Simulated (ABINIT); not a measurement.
**Quasiparticle gap of WS2 (Tungstenite) in ABINIT**

Wanted: ground state, empty states, screening and self-energy for WS2 (Tungstenite).

Method: PBE and many-body steps on it, plane waves, in ABINIT 10.8.3.

## Step 1: Set-up

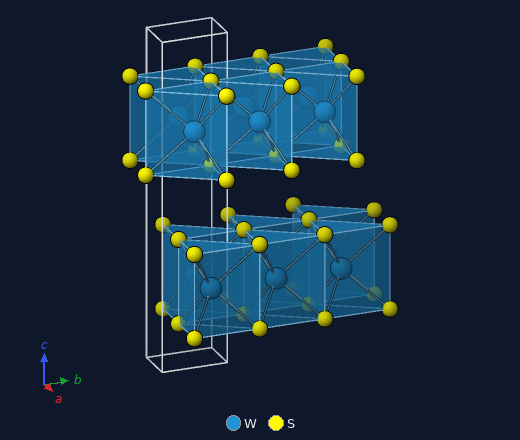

The starting structure, seen slightly off an axis (tungsten blue, sulfur yellow). 2×3×1 cells are drawn. Some periodic images of atoms are drawn too.

The cell and positions come from the Crystallography Open Database and are kept as given unless a step says otherwise. Spin-orbit coupling is left out unless a step names it.

## Step 2: Ground state

This step: ABINIT 10.8.3; DFT, PBE, plane waves, norm-conserving pseudopotentials.

The ground-state density comes first.

Contents of run.abi:

```
acell 3*1.0 Angstrom
rprim 
  3.153199999992 0.000000000002 0.000000000000
  -1.576599999998 2.730751303206 0.000000000000
  0.000000000000 0.000000000000 12.323000000000
ntypat 2
znucl 74 16
natom 6
typat 1 1 2 2 2 2
xred 
  0.333333333333 0.666666666667 0.250000000000
  0.666666666667 0.333333333333 0.750000000000
  0.333333333333 0.666666666667 0.622500000000
  0.666666666667 0.333333333333 0.122500000000
  0.333333333333 0.666666666667 0.877500000000
  0.666666666667 0.333333333333 0.377500000000
pp_dirpath "pseudos"
pseudos "W.upf, S.upf"
ecut 31
ngkpt 6 6 2
nshiftk 1
shiftk 0 0 0
kptopt 1
chksymbreak 0
nband 33
occopt 1
tolvrs 1e-10
nstep 60
prtwf 0
optforces 0
optstress 0
indata_prefix "in"
outdata_prefix "out"
tmpdata_prefix "tmp"
```

Command:

```
$ OMP_NUM_THREADS=1 mpirun -n 8 abinit run.abi > log
```

Numbers of over 12 decimals in the logs are rounded to 6 here.

The log of the run:

```text
.Version 10.8.3 of ABINIT. v10.8.2 released Aug 2026.

 Symmetries : space group P6_3/m m c (#194); Bravais hP (primitive hexag.)
================================================================================
 Values of the parameters that define the memory need of the present run
     intxc =       0    ionmov =       0      iscf =       7    lmnmax =       8
     lnmax =       8     mgfft =     120  mpssoang =       4    mqgrid =    5837
     natom =       6  nloc_mem =       1    nspden =       1   nspinor =       1
    nsppol =       1      nsym =      24    n1xccc =    2501    ntypat =       2
    occopt =       1   xclevel =       2
-    mband =          33        mffmem =           1         mkmem =           2
       mpw =        5944          nfft =      108000          nkpt =          14
================================================================================
  Rough estimation (10% accuracy) of disk space for files :
================================================================================

--------------------------------------------------------------------------------
------------- Echo of variables that govern the present computation ------------
--------------------------------------------------------------------------------
 -outvars: echo values of preprocessed input variables --------
            acell      1.8897261259E+00  1.8897261259E+00  1.8897261259E+00 Bohr

      chksymbreak           0
             ecut      3.10000000E+01 Hartree
-          fftalg         312

              ixc     -101130
              kpt      0.00000000E+00  0.00000000E+00  0.00000000E+00
                       1.66666667E-01  0.00000000E+00  0.00000000E+00
                       3.33333333E-01  0.00000000E+00  0.00000000E+00
                       5.00000000E-01  0.00000000E+00  0.00000000E+00
                       1.66666667E-01  1.66666667E-01  0.00000000E+00
                       3.33333333E-01  1.66666667E-01  0.00000000E+00
                       3.33333333E-01  3.33333333E-01  0.00000000E+00
                       0.00000000E+00  0.00000000E+00  5.00000000E-01
                       1.66666667E-01  0.00000000E+00  5.00000000E-01
                       3.33333333E-01  0.00000000E+00  5.00000000E-01
                       5.00000000E-01  0.00000000E+00  5.00000000E-01
[...]
kptrlatt        6    0    0      0    6    0      0    0    2
          kptrlen      3.57521065E+01
P           mkmem           2
            natom           6
            nband          33
            ngfft          30      30     120
             nkpt          14
            nstep          60
             nsym          24
           ntypat           2
              occ      2.000000  2.000000  2.000000  2.000000  2.000000  2.000000
                       2.000000  2.000000  2.000000  2.000000  2.000000  2.000000
                       2.000000  2.000000  2.000000  2.000000  2.000000  2.000000
                       2.000000  2.000000  2.000000  2.000000  2.000000  2.000000
                       2.000000  2.000000  0.000000  0.000000  0.000000  0.000000
[...]
optforces           0
        optstress           0
            prtwf           0
            rprim      3.1532000000E+00  2.0000000000E-12  0.0000000000E+00
[...]
spgroup         194

           tolvrs      1.00000000E-10

             xred      3.3333333333E-01  6.6666666667E-01  2.5000000000E-01
[...]
znucl       74.00000   16.00000

================================================================================

 chkinp: Checking input parameters for consistency.

================================================================================
== DATASET  1 ==================================================================
-   mpi_nproc: 8, omp_nthreads: 1 (-1 if OMP is not activated)

--- !DatasetInfo
iteration_state: {dtset: 1, }
dimensions: {natom: 6, nkpt: 14, mband: 33, nsppol: 1, nspinor: 1, nspden: 1, mpw: 5944, }
cutoff_energies: {ecut:  31.0, pawecutdg:  -1.0, }
electrons: {nelect:   5.20000000E+01, charge:   0.00000000E+00, occopt:   1.00000000E+00, tsmear:   1.00000000E-02, }

 Real(R)+Recip(G) space primitive vectors, cartesian coordinates (Bohr,Bohr^-1):
 R(1)=  5.9586844  0.0000000  0.0000000  G(1)=  0.1678223  0.0968922  0.0000000
 R(2)= -2.9793422  5.1603721  0.0000000  G(2)=  0.0000000  0.1937845  0.0000000
 R(3)=  0.0000000  0.0000000 23.2870950  G(3)=  0.0000000  0.0000000  0.0429422
 Unit cell volume ucvol=  7.1605555E+02 bohr^3
 Angles (23,13,12)=  9.00000000E+01  9.00000000E+01  1.20000000E+02 degrees

 getcut: wavevector=  0.0000  0.0000  0.0000  ngfft=  30  30 120
         ecut(hartree)=     31.000   => boxcut(ratio)=   2.01023

--- Pseudopotential description ------------------------------------------------
- W Generated using ONCVPSP code by D. R. Hamann
- 74.00000  14.00000  171031                  znucl, zion, pspdat
12 -101130 3 -1 1396                          pspcod,pspxc,lmax,lloc,mmax
     nproj     2     2     2     2
  pspatm : epsatm=   11.70739509
         --- l  ekb(1:nproj) -->
[...]
pspatm: atomic psp has been read  and splines computed

- S Generated using ONCVPSP code by D. R. Hamann
- 16.00000   6.00000  171031                  znucl, zion, pspdat
12 -101130 2 -1 1146                          pspcod,pspxc,lmax,lloc,mmax
     nproj     2     2     2     0
  pspatm : epsatm=    9.01821529
         --- l  ekb(1:nproj) -->
[...]
pspatm: atomic psp has been read  and splines computed

   3.09335787E+03                                ecore*ucvol(ha*bohr**3)
--------------------------------------------------------------------------------

_setup2: Arith. and geom. avg. npw (full set) are    5903.792    5903.746

================================================================================

--- !BeginCycle
iteration_state: {dtset: 1, }
solver: {iscf: 7, nstep: 60, nline: 4, wfoptalg: 0, }
tolerances: {tolvrs: 1.00E-10, }

     iter   Etot(hartree)      deltaE(h)  residm     vres2
 ETOT  1  -195.84886537400    -1.958E+02 8.652E-02 1.579E+02
 ETOT  2  -195.89030693970    -4.144E-02 3.711E-02 1.176E+03
 ETOT  3  -196.02861226715    -1.383E-01 1.384E-02 8.356E+00
 ETOT  4  -196.02942917523    -8.169E-04 5.021E-03 2.556E+00
 ETOT  5  -196.02958716226    -1.580E-04 4.625E-03 2.055E-02
 ETOT  6  -196.02958981700    -2.655E-06 1.050E-03 8.045E-03
 ETOT  7  -196.02959029102    -4.740E-07 8.389E-04 2.987E-05
 ETOT  8  -196.02959029387    -2.850E-09 5.135E-04 2.264E-06
 ETOT  9  -196.02959029411    -2.405E-10 1.853E-04 7.420E-08
 ETOT 10  -196.02959029411    -7.873E-12 4.535E-04 3.028E-09
 ETOT 11  -196.02959029411    -4.547E-13 1.653E-04 3.319E-10
 ETOT 12  -196.02959029412    -1.450E-12 4.851E-04 6.799E-12

 At SCF step   12       vres2   =  6.80E-12 < tolvrs=  1.00E-10 =>converged.

--- !ResultsGS
iteration_state: {dtset: 1, }
comment   : Summary of ground state results
lattice_vectors:
- [  5.9586844,   0.0000000,   0.0000000, ]
- [ -2.9793422,   5.1603721,   0.0000000, ]
- [  0.0000000,   0.0000000,  23.2870950, ]
lattice_lengths: [   5.95868,    5.95868,   23.28710, ]
lattice_angles: [ 90.000,  90.000, 120.000, ] # degrees, (23, 13, 12)
lattice_volume:   7.1605555E+02
convergence: {deltae: -1.450E-12, res2:  6.799E-12, residm:  4.851E-04, diffor:  0.000E+00, }
etotal    :  -1.96029590E+02
entropy   :   0.00000000E+00
fermie    :   3.49444803E-01
cartesian_stress_tensor: null
pressure_GPa: null
xred      :
- [  3.3333E-01,   6.6667E-01,   2.5000E-01,  W]
- [  6.6667E-01,   3.3333E-01,   7.5000E-01,  W]
- [  3.3333E-01,   6.6667E-01,   6.2250E-01,  S]
- [  6.6667E-01,   3.3333E-01,   1.2250E-01,  S]
- [  3.3333E-01,   6.6667E-01,   8.7750E-01,  S]
- [  6.6667E-01,   3.3333E-01,   3.7750E-01,  S]
cartesian_forces: null
force_length_stats: {min: null, max: null, mean: null, }

 Integrated electronic density in atomic spheres:
 ------------------------------------------------
 Atom  Sphere_radius  Integrated_density
[...]
================================================================================

 ----iterations are completed or convergence reached----

 Mean square residual over all n,k,spin=   29.308E-07; max=  48.513E-05
 reduced coordinates (array xred) for    6 atoms
[...]
0.666666666667      0.333333333333      0.750000000000
       0.333333333333      0.666666666667      0.622500000000
       0.666666666667      0.333333333333      0.122500000000
       0.333333333333      0.666666666667      0.877500000000
       0.666666666667      0.333333333333      0.377500000000
 rms dE/dt=  0.0000E+00; max dE/dt=  0.0000E+00; dE/dt below (all hartree)
    1       0.000000000000      0.000000000000      0.000000000000
    2       0.000000000000      0.000000000000      0.000000000000
    3       0.000000000000      0.000000000000      0.000000000000
    4       0.000000000000      0.000000000000      0.000000000000
    5       0.000000000000      0.000000000000      0.000000000000
    6       0.000000000000      0.000000000000      0.000000000000

 cartesian coordinates (angstrom) at end:
    1     -1.33e-12     1.820501     3.080750
    2      1.576600     0.910250     9.242250
    3     -1.33e-12     1.820501     7.671068
    4      1.576600     0.910250     1.509567
    5     -1.33e-12     1.820501    10.813432
    6      1.576600     0.910250     4.651933
 length scales=  1.889726125908  1.889726125908  1.889726125908 bohr
              =  1.000000000000  1.000000000000  1.000000000000 angstroms
 prteigrs : about to open file out_EIG
 Fermi (or HOMO) energy (hartree) =   0.34944   Average Vxc (hartree)=  -0.41084
 Eigenvalues (hartree) for nkpt=  14  k points:
 kpt#   1, nband= 33, wtk=  0.01389, kpt=  0.0000  0.0000  0.0000 (reduced coord)
  -2.39287   -2.39287   -1.07959   -1.07958   -1.07265   -1.07265   -1.07265   -1.07265
  -0.22539   -0.21688   -0.16868   -0.15256    0.06843    0.10714    0.20801    0.22170
   0.22170    0.22222    0.22222    0.26709    0.26709    0.26906    0.26906    0.29374
   0.30457    0.34944    0.43436    0.43442    0.43474    0.43539    0.43621    0.43925
   0.44308
 prteigrs : prtvol=0 or 1, do not print more k-points.

--- !EnergyTerms
iteration_state     : {dtset: 1, }
comment             : Components of total free energy in Hartree
kinetic             :  5.62979939834143E+01
hartree             :  5.12043006751492E+01
xc                  : -4.59534279593619E+01
Ewald energy        : -1.20345391836037E+02
psp_core            :  4.31999703190776E+00
local_psp           : -1.72738556691340E+02
non_local_psp       :  3.11854945021525E+01
total_energy        : -1.96029590294116E+02
total_energy_eV     : -5.33423689713459E+03
band_energy         : -1.79620718597031E+01

== END DATASET(S) ==============================================================
================================================================================

 -outvars: echo values of variables after computation  --------
           etotal     -1.9602959029E+02
            nband          33
             nkpt          14
          spgroup         194
 [... the other variables as echoed above ...]

 Calculation completed.
```

Run time: 21 s. Hardware: 8 MPI ranks of Arm Neoverse V2, shared host; peak memory 0.68 GiB.

Numbers from this step:

```
total energy               : -5334.2369 eV
gap                        : 0.9807 eV
k of the valence top       : 0, 0, 0
k of the conduction bottom : 0.1667, 0.1667, 0
least direct gap           : 1.837 eV
```

The gap is indirect, with the least direct gap 0.86 eV higher.

## Step 3: Empty states on the mesh, 3×3×1 mesh, 157 bands

The sums over transitions need many empty states on a uniform mesh; this step solves for them.

Changes to run.abi since step 2:

```diff
@@ -19,3 +19,3 @@
 ecut 31
-ngkpt 6 6 2
+ngkpt 3 3 1
 nshiftk 1
@@ -24,9 +24,10 @@
 chksymbreak 0
-nband 33
+irdden 1
+istwfk *1
+nband 157
+prtvol 0
+optdriver 6
+gwr_task "HDIAGO"
+paral_kgb 0
 occopt 1
-tolvrs 1e-10
-nstep 60
-prtwf 0
-optforces 0
-optstress 0
 indata_prefix "in"
```

The log of the run:

```text
[banner, memory and clock lines left out]
.Version 10.8.3 of ABINIT. v10.8.2 released Aug 2026.

 Symmetries : space group P6_3/m m c (#194); Bravais hP (primitive hexag.)
[... echo of the input left out ...]
== DATASET  1 ==================================================================
-   mpi_nproc: 8, omp_nthreads: 1 (-1 if OMP is not activated)

--- !DatasetInfo
iteration_state: {dtset: 1, }
dimensions: {natom: 6, nkpt: 3, mband: 157, nsppol: 1, nspinor: 1, nspden: 1, mpw: 5917, }
cutoff_energies: {ecut:  31.0, pawecutdg:  -1.0, }
electrons: {nelect:   5.20000000E+01, charge:   0.00000000E+00, occopt:   1.00000000E+00, tsmear:   1.00000000E-02, }

.Using double precision arithmetic; gwpc =  8

- Reading GS density from: in_DEN

--- Pseudopotential description ------------------------------------------------
- W Generated using ONCVPSP code by D. R. Hamann
- 74.00000  14.00000  171031                  znucl, zion, pspdat
12 -101130 3 -1 1396                          pspcod,pspxc,lmax,lloc,mmax
     nproj     2     2     2     2
  pspatm : epsatm=   11.70739509
         --- l  ekb(1:nproj) -->
             0   12.992056    1.844411
             1    9.080024    1.409692
             2    4.470007    0.514403
             3   47.483863    0.881400
 pspatm: atomic psp has been read  and splines computed

- S Generated using ONCVPSP code by D. R. Hamann
- 16.00000   6.00000  171031                  znucl, zion, pspdat
12 -101130 2 -1 1146                          pspcod,pspxc,lmax,lloc,mmax
     nproj     2     2     2     0
  pspatm : epsatm=    9.01821529
         --- l  ekb(1:nproj) -->
             0    6.763951    0.574108
             1    3.227080    0.887329
             2   -3.547662   -0.986524
 pspatm: atomic psp has been read  and splines computed

   3.09335787E+03                                ecore*ucvol(ha*bohr**3)

 Total charge density [el/Bohr^3]
)     Maximum=    8.4948E-01  at reduced coord.    0.7667    0.5000    0.7500
)     Minimum=    1.5301E-03  at reduced coord.    0.6667    0.3333    0.1250
   Integrated=    5.2000E+01

 === KS gaps after direct diagonalization ===
 Indirect band gap semiconductor
 Fundamental gap:     1.305 (eV)
   VBM:     9.509 (eV) at k: [ 0.0000E+00,  0.0000E+00,  0.0000E+00]
   CBM:    10.814 (eV) at k: [ 3.3333E-01,  3.3333E-01,  0.0000E+00]
 Direct gap:         1.837 (eV) at k: [ 3.3333E-01,  3.3333E-01,  0.0000E+00]

== END DATASET(S) ==============================================================

 -outvars: echo values of variables after computation  --------
           etotal      0.0000000000E+00
            nband         157
             nkpt           3
          spgroup         194
 [... the other variables as echoed above ...]

 Calculation completed.
```

Wall time 61 s (8 MPI ranks); peak memory 11 GiB; 8.1 min of CPU time.

Numbers from this step:

```
gap                                                           : 1.305 eV
k of the valence top                                          : 0, 0, 0
k of the conduction bottom                                    : 0.3333, 0.3333, 0
least direct gap                                              : 1.837 eV
k points computed                                             : 3
lowest point of the top converged band, above the valence top : 53.0906 eV
```

On this mesh the gap is 1.305 eV. The earlier step found 0.981 eV, so this mesh misses an edge.

## Step 4: Screening, 3×3×1 mesh, 149 bands, screening to 108.8 eV

The RPA dielectric matrix is built and inverted for each q.

This step: RPA screening on PBE, plane waves, norm-conserving pseudopotentials.

Changes to run.abi since step 3:

```diff
@@ -24,10 +24,11 @@
 chksymbreak 0
-irdden 1
 istwfk *1
-nband 157
-prtvol 0
-optdriver 6
-gwr_task "HDIAGO"
-paral_kgb 0
 occopt 1
+irdwfk 1
+optdriver 3
+nband 149
+ecuteps 4
+inclvkb 2
+awtr 1
+symchi 1
 indata_prefix "in"
```

The log of the run:

```text
.Version 10.8.3 of ABINIT. v10.8.2 released Aug 2026.

 Symmetries : space group P6_3/m m c (#194); Bravais hP (primitive hexag.)
[... echo of the input left out ...]
== DATASET  1 ==================================================================
-   mpi_nproc: 8, omp_nthreads: 1 (-1 if OMP is not activated)

--- !DatasetInfo
iteration_state: {dtset: 1, }
dimensions: {natom: 6, nkpt: 3, mband: 149, nsppol: 1, nspinor: 1, nspden: 1, mpw: 5917, }
cutoff_energies: {ecut:  31.0, pawecutdg:  -1.0, }
electrons: {nelect:   5.20000000E+01, charge:   0.00000000E+00, occopt:   1.00000000E+00, tsmear:   1.00000000E-02, }

 SCREENING: Calculation of the susceptibility and dielectric matrices

 Based on a program developped by R.W. Godby, V. Olevano, G. Onida, and L. Reining.
 Incorporated in ABINIT by V. Olevano, G.-M. Rignanese, and M. Torrent.
.Using double precision arithmetic ; gwpc =  8

[... cell and pseudopotentials left out ...]
--------------------------------------------------------------------------------

 ==== K-mesh for the wavefunctions ====
 Number of points in the irreducible wedge :     3
[... list of points left out ...]
 Together with 24 symmetry operations and time-reversal symmetry
 yields     9 points in the full Brillouin Zone.

 ==== Q-mesh for the screening function ====
 Number of points in the irreducible wedge :     3
[... list of points left out ...]
 Together with 24 symmetry operations and time-reversal symmetry
 yields     9 points in the full Brillouin Zone.

 setmesh: FFT mesh size selected  =    18x   18x   80
          total number of points  =        25920

 vcoul_init : cutoff-mode = AUXILIARY_FUNCTION
 q-points for optical limit:   1
     1)      0.000010    0.000020    0.000030

- screening: taking advantage of time-reversal symmetry
- Maximum band index for partially occupied states nbvw = 26
- Remaining bands to be divided among processors   nbcw = 123
- Number of bands treated by each node ~15

 Number of electrons calculated from density =   52.0000; Expected =   52.0000
 average of density, n =  0.072620
 r_s =    1.4869
 omega_plasma =   25.9946 [eV]

 calculating chi0 at frequencies [eV] :
  1    0.000000E+00    0.000000E+00
  2    0.000000E+00    2.599465E+01

--------------------------------------------------------------------------------
  q-point number  1        q = ( 0.000000, 0.000000, 0.000000) [r.l.u.]
--------------------------------------------------------------------------------
[... chi0 elements left out ...]
 For q-point:  0.000010 0.000020 0.000030
  dielectric constant =  17.5552
  dielectric constant without local fields =  19.4840

  Average fulfillment of the sum rule on Im[epsilon] for q-point    1 :     80.83  [%]
[... wings left out ...]
  q-point number  2        q = ( 0.333333, 0.000000, 0.000000) [r.l.u.]
--------------------------------------------------------------------------------
[... chi0 elements left out ...]
  Average fulfillment of the sum rule on Im[epsilon] for q-point    2 :     77.10  [%]

 [... 1 further q-points ...]
```

Elapsed: 13 s, on 8 MPI ranks; peak memory 1.6 GiB.

This step gave:

```
ε∞ with local fields, on this mesh, along the program's q direction : 17.56
the same without local fields                                       : 19.48
plasma frequency                                                    : 25.99 eV
plane waves in the screening matrix                                 : 279
```

Local fields lower ε∞ by 10 %. On a Γ-centred mesh this coarse the value itself is usually too large, while a short band sum pulls it down.

(Part 1 of 2 ends here.)

[Paths, hosts, dates, memory and timing lines, banners, echoed tables and standing remarks are left out of the program output.]

[Logs are printed without paths, hosts, clocks, repeated set-up lines and the standing remarks that a program may print on its own settings, such as how far it seeks lower states.]

[Runs of the session that timed out or met a known fault of the program may be left out.]

[Hosts, paths, dates, database ids (printed as entryN), source tags and the programs' standing remarks are cut or masked in the printed files.]

[G0W0 gaps are taken among the corrected bands and points alone; a level outside them can change the order at an edge.]

[Where Ansatz stands beside ABINIT at settings called matched, ABINIT's density can come from a denser mesh and the files from another edition; pairs whose starting gaps differed by over 0.03 eV were left out, so agreement reads better than it is.]
